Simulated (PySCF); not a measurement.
```yaml
atoms:
  - { symbol: Pb, position_ang: [0.0000, 0.0000, 0.0000] }
  - { symbol: I, position_ang: [0.0000, 0.0000, 2.6831] }
  - { symbol: I, position_ang: [0.0000, 0.0000, -2.6831] }
```

Core potentials replace the inner electrons of Pb and I.

The calculation used RKS BP86, Pb def2-SVP with ECP60, I def2-SVP with ECP28; non-relativistic Hamiltonian with scalar-relativistic core potentials where named; density fitting (PySCF).

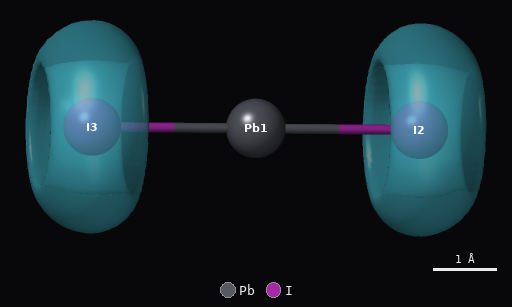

I$_{2}$Pb (charge +2). Isosurface of the ELF at 0.75 (cyan), seen from one side. Only the valence region is drawn (cores and ρ < 0.01 e/Å³ removed).

Describe the localisation domains.

The ELF exceeds this value in two regions wrapped around I (the valence shell of each). Along the contacts the grid gives the following. Pb–I (2.68 Å): the ELF is about 0.45 at the midpoint.
